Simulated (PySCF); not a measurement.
# F3PSi (SMILES F[Si](F)(F)[P]) (triplet): what the fields show

The calculation's input:

```
{"job": {"kind": "epr"}, "charge": 0, "multiplicity": 3}
F     -0.399263    -1.048048    -0.947303
Si     0.250616     0.072799    -0.001032
F     -0.044797     1.497024    -0.677815
F     -0.549160     0.039675     1.388918
P      2.435099    -0.265619     0.292828
```

Command:

```sh
OMP_NUM_THREADS=1 python probes_run.py task.json out
```

Geometry: PBE0-D3(BJ)/def2-SVP.

Level of theory: UKS B3LYP, IGLO-III on F P Si, non-relativistic, mean-field spin-orbit, GIAO (PySCF).

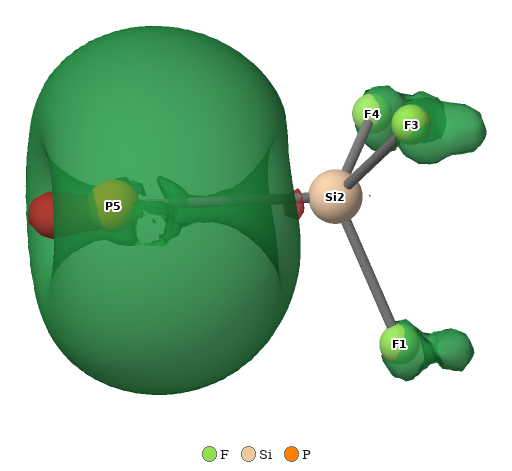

Figure 1. Isosurfaces of the spin density (α minus β) at +0.02 (green) and −0.02 e/Å³ (red), seen at a tilt.

> Describe the spin distribution.

The unpaired spin (2 electrons) lies mostly on P5 (about 1.6) and Si2 (about 0.3), in electrons by Hirshfeld's partition.

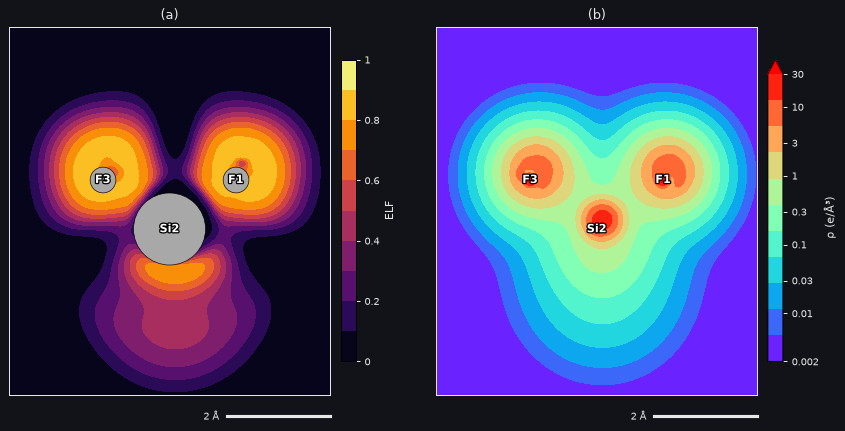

Figure 2. (a) electron localisation function; (b) electron density on the plane of atoms F1, Si2 and F3. Grey discs cover the atomic cores in the ELF map.

> Describe what can be read from this map.

- The section cuts through F and Si sites.
- Si–F (1.60 Å): ρ is about 0.71 e/Å³ halfway; the ELF is about 0.10 at the midpoint.
- The ELF also peaks beside F1 and F3, away from the bonds: non-bonding electrons, paired or unpaired.

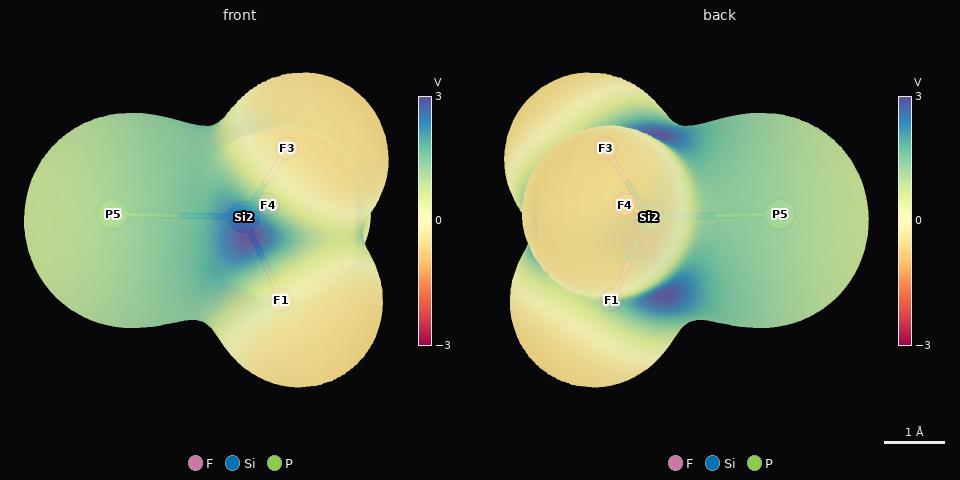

Figure 3. The molecular electrostatic potential painted on the density surface at 0.004 e/bohr³, seen from the front and from behind; the colour scale runs from red (negative) to blue (positive).

> Describe the electrostatic potential map.

The most negative region (about −0.6 V, or −14 kcal/mol for a unit charge) lies over F1, F3 and F4, the most positive (about +2.9 V, or +67 kcal/mol for a unit charge) over Si2.
